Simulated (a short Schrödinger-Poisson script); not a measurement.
Structure: gated In0.52Al0.48As/In0.53Ga0.47As δ-doped gas in a quantum well, at 300 K.

| layer | material | thickness (nm) | Na (cm⁻³) |
|---|---|---|---|
| 1 | In0.52Al0.48As | 30 | - |
| 2 | In0.52Al0.48As | 10 | - |
| 3 | In0.53Ga0.47As | 20 | - |
| 4 | In0.52Al0.48As | 4000 | 7e14 |

The device is made up for the run: typed textbook-type constants, with dimensions and the other settings drawn at random. In0.52Al0.48As: permittivity 12.5, conduction-band edge (eV) 0.52, gap (eV) 1.45, electron mass (mₑ) 0.075, Nv at 300 K (cm⁻³) 1.1e19. In0.53Ga0.47As: permittivity 13.9, conduction-band edge (eV) 0, gap (eV) 0.74, Nv at 300 K (cm⁻³) 7.7e18.

Channel valleys (confinement mass, in-plane density-of-states mass, number): Γ 0.041, 0.041, 1. At the gate the conduction-band edge of layer 1 lies 0.65 eV − eVg above the Fermi level of the channel; the field vanishes at the back. Sheet of ionised δ-doping: +1.6e12 e/cm² at 30 nm from the gate. The barrier under the gate holds no holes. Gaps are held at their typed values at every temperature. Mesh 0.08 nm at interfaces.

From a short Schrödinger-Poisson script (our own, NumPy): 1D Poisson equation in equilibrium, electrons quantum, Hartree (BenDaniel-Duke, 40 states a valley, the channel's in-plane mass for all, wave functions free to enter the barrier), parabolic valleys, classical holes, full ionisation, no traps, pinning or gate leakage.

Only gate voltages with over 1e8 electrons/cm² are shown.

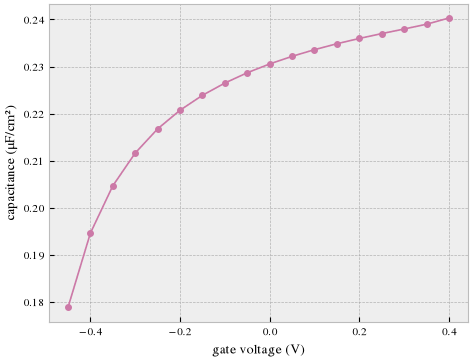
Figure. Quasi-static capacitance against gate voltage

```csv
Vg (V),electrons (cm⁻²),in the channel layer,C (μF/cm²),Γ E0 (meV),Γ E1 (meV)
0.4,1.31e12,1.28e12,0.240,-56.8,4.5
0.3,1.16e12,1.14e12,0.238,-49.6,9.5
0.2,1.01e12,9.95e11,0.236,-42.2,14.9
0.1,8.64e11,8.52e11,0.234,-34.3,20.9
0,7.19e11,7.11e11,0.231,-25.9,27.8
-0.1,5.77e11,5.71e11,0.226,-16.7,35.6
-0.2,4.38e11,4.33e11,0.221,-6.2,45.0
-0.3,3.03e11,3.01e11,0.212,6.5,56.9
-0.4,1.77e11,1.75e11,0.195,23.4,73.4
```

Subbands count from the Fermi level.
